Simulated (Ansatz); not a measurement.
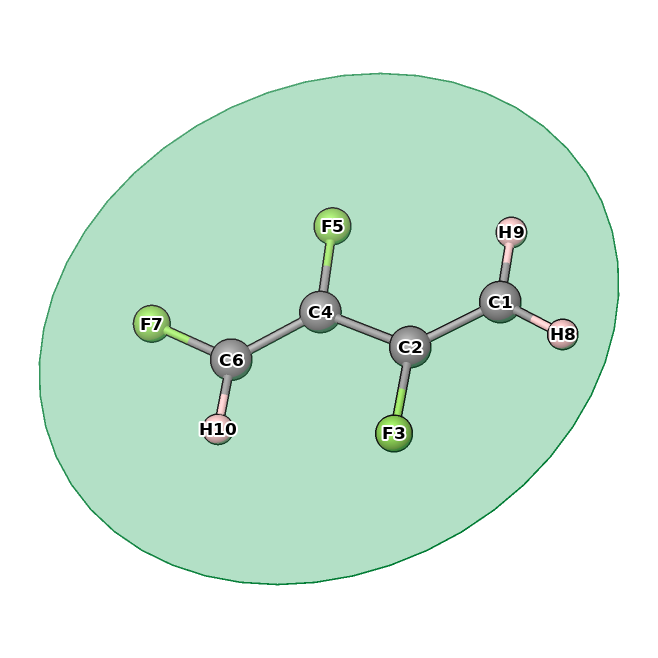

A disc through the centre of mass is drawn in. Distant atoms are faded towards the background colour. Computed geometry: PBE0-D4/def2-TZVP optimisation.

Is the plane of the disc a mirror plane of the structure?

Yes. The reflection leaves C1, C2, F3, C4, F5, C6, F7, H8, H9, H10 in place. The point group is Cs.
